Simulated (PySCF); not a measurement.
# RuOCl₂: relaxation and vibrations of the triplet

The task is one start of a wider search on RuOCl₂: the triplet, built as T-shaped (ligand arrangement 2). It is relaxed, tested by its Hessian and followed downhill if it is a saddle.

Computed with PySCF 2.14.0. Level: PBE0, basis Ru def2-SVP with ECP28, O def2-SVP, Cl def2-SVP, scalar-relativistic core potentials, no spin–orbit coupling, density fitting.

### 1 The system as given

4 atoms, charge 0, spin multiplicity 3.

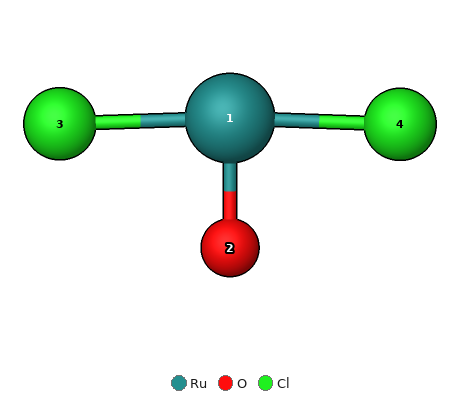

The starting geometry (ruthenium teal, oxygen red, chlorine green); atoms are numbered from 1 in the order of the file.

Coordinates in bohr (charge 0 multiplicity 3):
```
Ru    0.0000    0.0000   -0.3302
O     0.0000    0.0000    2.9012
Cl    4.2303    0.0000   -0.1824
Cl   -4.2303    0.0000   -0.1824
```

### 2 T-shaped (ligand arrangement 2) start, triplet: relaxation

One driver script runs all steps and calls PySCF; scf.py shows how it sets up the SCF of each step. The optimiser is the driver's own. Before each start the driver seeks the lowest SCF state from one or more starting densities and follows internal instabilities, so scf.py alone need not reach the same state.

The program finds C2v symmetry in the start, which this walk keeps. The walk stops when the largest gradient is under 0.0003 Eh/bohr and the energy has settled too.

scf.py

```python
from pyscf import gto, scf, dft
mol = gto.M(atom='''
Ru     0.000000     0.000000    -0.174728
O      0.000000     0.000000     1.535272
Cl     2.238600    -0.000000    -0.096528
Cl    -2.238600     0.000000    -0.096528''',
    basis={'Ru': 'def2-SVP', 'O': 'def2-SVP', 'Cl': 'def2-SVP'},
    ecp={'Ru': 'def2-SVP'},
    charge=0, spin=2)
mf = dft.UKS(mol, xc='PBE0')
mf.grids.atom_grid = (50, 194)
aux = {'Ru': 'def2-universal-JKFIT', 'O': 'def2-universal-JKFIT', 'Cl': 'def2-universal-JKFIT'}
mf = mf.density_fit(auxbasis=aux)
mf.kernel()
```

The optimiser's trace:

```
step   energy (Eh)  change (kJ/mol)  largest symmetric gradient (Eh/bohr)
   0  -1089.742527             0.00                               0.07080
   1  -1089.764163           -56.81                               0.06001
   2  -1089.769666           -71.25                               0.16450
   3  -1089.786980          -116.71                               0.02553
   4  -1089.791417          -128.36                               0.02137
   5  -1089.798974          -148.20                               0.01100
   6  -1089.800870          -153.18                               0.00653
   7  -1089.801254          -154.19                               0.00119
   8  -1089.801271          -154.23                               0.00028
   9  -1089.801271          -154.23                               0.00005
```

The walk took 18 s on 4 threads, shared host.

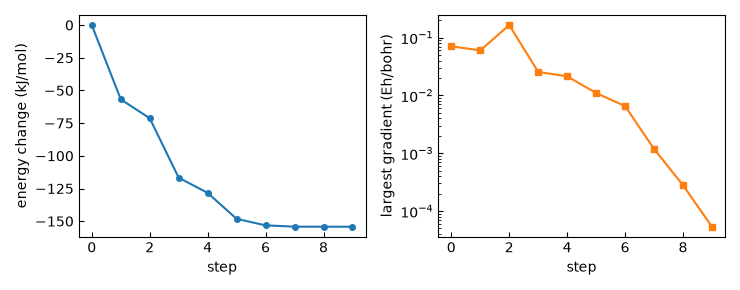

Energy and largest gradient along the walk.

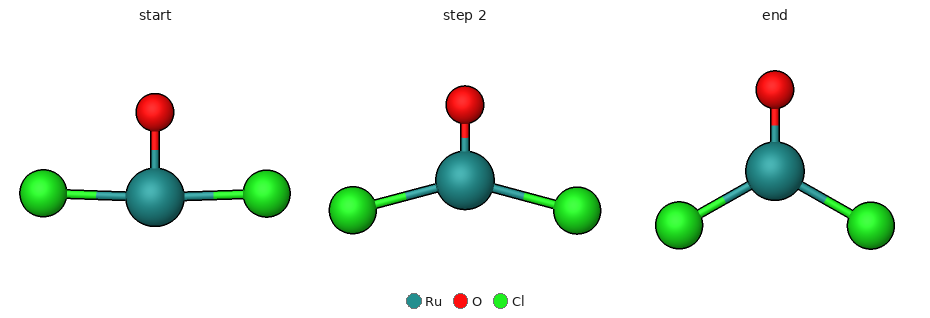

The geometry along the walk, at one scale.

After 9 steps and 154.2 kJ/mol it ends at C2v: Ru–Cl 2.211 Å (×2), Ru–O 1.639 Å; Cl–Ru–Cl 120.8°, Cl–Ru–O 119.6° (×2).

### 3 Is it a minimum? Harmonic modes

The point is checked on the finer grid, and tightened if its gradient asks for it. The Hessian and the dipole derivatives come from central differences of analytic gradients, with steps of 0.01 bohr.

Edit scf.py of step 2 so:

```diff
@@ -3,4 +3,4 @@
-Ru     0.000000     0.000000    -0.174728
-O      0.000000     0.000000     1.535272
-Cl     2.238600    -0.000000    -0.096528
-Cl    -2.238600     0.000000    -0.096528''',
+Ru    -0.000000     0.000000     0.267308
+O     -0.000000     0.000000     1.906112
+Cl     1.921724    -0.000000    -0.825420
+Cl    -1.921724     0.000000    -0.825420''',
@@ -11 +11 @@
-mf.grids.atom_grid = (50, 194)
+mf.grids.atom_grid = (75, 302)
```

This SCF starts from the last density.

SCF at the final geometry:

```text
init E= -1089.80132145686
[... the frontier-level lines of each cycle are left out ...]
cycle= 1 E= -1089.80132145676  delta_E= 1.04e-10  |g|= 1.75e-05  |ddm|= 1.79e-05
cycle= 2 E= -1089.80132145521  delta_E= 1.54e-09  |g|= 6.49e-05  |ddm|= 5.28e-05
cycle= 3 E= -1089.80132145687  delta_E= -1.65e-09  |g|= 5.28e-06  |ddm|= 4.04e-05
cycle= 4 E= -1089.80132145688  delta_E= -1.11e-11  |g|= 9.41e-07  |ddm|= 5.99e-06
Extra cycle  E= -1089.80132145688  delta_E= -1.59e-12  |g|= 2.13e-06  |ddm|= 3.53e-06
converged SCF energy = -1089.80132145688  <S^2> = 2.011673  2S+1 = 3.0077719
```

The whole step took 30 s.

Geometry: C2v; Ru–Cl 2.211 Å (×2), Ru–O 1.639 Å; Cl–Ru–Cl 120.8°, Cl–Ru–O 119.6° (×2).

Harmonic modes (main isotopes):

```csv
symmetry,ω (cm⁻¹),IR (km/mol),type
b1,84,6.3,bend
a1,96,0.9,bend
b2,213,0.0,bend
a1,386,19.0,stretch
b2,448,68.0,stretch
a1,1056,118,stretch
```

Every mode is real; the point is a minimum.

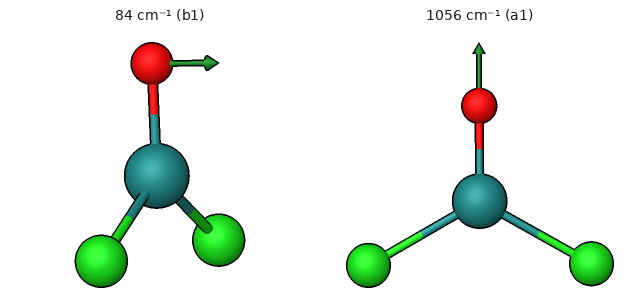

How the atoms move in 2 of the modes.

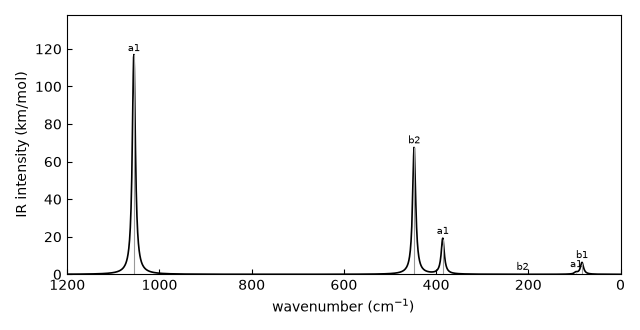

The harmonic infrared spectrum (widths in cm⁻¹). Lines are broadened to a width of 8 cm⁻¹ (Lorentzian).

Properties at this point:

```yaml
Dipole_moment: 0.28 D
Highest_occupied_level: -7.99 eV
Lowest_empty_level: -4.64 eV
Rotational_constants: 0.1491, 0.06527, 0.0454 cm⁻¹
Zero-point_energy: 13.6 kJ/mol
Principal_polarisabilities: 34.3, 57.9, 72.2 bohr³
Atomisation_energy_without_zero-point_energy: 1126 kJ/mol
Principal_traceless_quadrupole_moments_about_the_centre_of_mass: -1.96, 0.09, 1.87 D Å
Entropy_at_298.15_K_and_1_bar_electronic_part_spin_only: 340.5 J/(mol K)
Heat_capacity_Cp_at_298.15_K: 70.6 J/(mol K)
Enthalpy_at_298.15_K_above_0_K: 16.92 kJ/mol
Rotational_symmetry_number: 2
Spin_squared_⟨S²⟩: 2.012
```

Charges (e) and bond orders:

```tsv
atom	Mulliken	Löwdin	polar tensor	spin (Mulliken)	Mayer order to Ru1
Ru1	0.61	-0.36	1.36	1.54	–
O2	-0.31	-0.01	-0.53	0.27	1.97
Cl3,4	-0.15	0.18	-0.42	0.09	1.21
```

Mulliken populations on Ru1 (outside its core potential): s 2.47, p 6.47, d 6.42, f 0.03.

### 4 Results

```
                                          quantity                                                                   value
                                           minimum                                                            triplet, C2v
                                          geometry  Ru–Cl 2.211 Å (×2), Ru–O 1.639 Å; Cl–Ru–Cl 120.8°, Cl–Ru–O 119.6° (×2)
                                wavenumbers (cm⁻¹)               84 (b1), 96 (a1), 213 (b2), 386 (a1), 448 (b2), 1056 (a1)
                                     dipole moment                                                                  0.28 D
highest occupied, lowest empty level (either spin)                                                         -7.99, -4.64 eV
                        polar-tensor charge of Ru1                                                                 +1.36 e
                                 zero-point energy                                                             13.6 kJ/mol
                               entropy at 298.15 K                                                         340.5 J/(mol K)
         atomisation energy (no zero-point energy)                                                             1126 kJ/mol
                                              ⟨S²⟩                                                                   2.012
```

In words: The molecule stays C2v, as typed, and the end point is a minimum. The strongest infrared band lies at 1056 cm⁻¹ (a1, stretch). Most of the spin sits on Ru1 (Mulliken spin 1.54, against 2 for the whole molecule). Other starts or spin states, not run here, may lie lower. The soft modes, below some 90 cm⁻¹, carry numerical noise of tens of cm⁻¹, and the entropy with them. One determinant may miss the lowest occupation of an open d or f shell.

The search up to here took 1.7 min.
